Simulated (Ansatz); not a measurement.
Input file:

```
crystal:
  lattice:
    - [7.00400594, 0.0, 0.0]
    - [0.0, 7.00400594, 0.0]
    - [0.0, 0.0, 4.06521159]
  atoms:
    - { symbol: "Y", position: [0.5, 0.0, 0.5] }
    - { symbol: "Y", position: [0.0, 0.5, 0.5] }
    - { symbol: Hg, position: [0.0, 0.0, 0.0] }
    - { symbol: Se, position: [0.23222437, 0.76777563, 0.0] }
    - { symbol: Se, position: [0.23222437, 0.23222437, 0.0] }
    - { symbol: Se, position: [0.76777563, 0.76777563, 0.0] }
    - { symbol: Se, position: [0.76777563, 0.23222437, 0.0] }
kpoints:
  mp_grid: { grid: [4, 4, 6] }
hamiltonian:
  xc: pbesol
scf:
  occupations: { method: fermi_dirac, width: 0.03 }
relax:
  f_tol: 0.01
  cell: {}
  max_steps: 120
output:
  write_density: true
  write_potential: true
  elf: true
  volumetric_format: npy
```

Command:

```sh
ansatz run input.yaml --threads 4 --pin off --max-ram 4608MiB --backend cpu --events-out ev --progress --plain --runs-dir out
```

Below, planes, directions and counts refer to the conventional cell (a = 6.85 Å, b = 6.85 Å, c = 3.62 Å, α = 90.00°, β = 90.00°, γ = 90.00°).

The fields are those of the run's last geometry, not of the input's.

Space group P4/mmm; a structure from a database of computed crystals, not necessarily the ambient phase; started from the K2PdCl4-123 prototype, which need not be the ambient phase.

The calculation used DFT, PBEsol, plane waves, PAW (Ansatz 0.2.0).

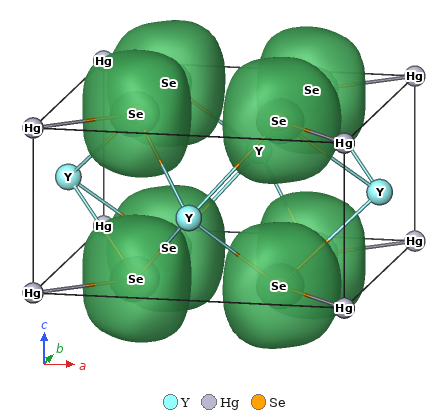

Y2HgSe4. Isosurface of the ELF at 0.6 (green), seen slightly off an axis. Core shells and regions of very low density are left out. Sticks mark near contacts.

In a PAW calculation such maps are meaningful between the atoms, not at the nuclei.

**Describe the localisation domains.**

The surface consists of four regions wrapped around Se (the valence shell of each), counted in one cell of 7 atoms. Any copies at cell faces, edges or corners count once. Profiles from the grid: Hg–Se (2.61 Å): the ELF is about 0.35 at the midpoint. Y–Se (3.03 Å): the ELF is about 0.35 at the midpoint and 0.15 at its lowest between the atoms (a closed-shell, largely ionic contact).
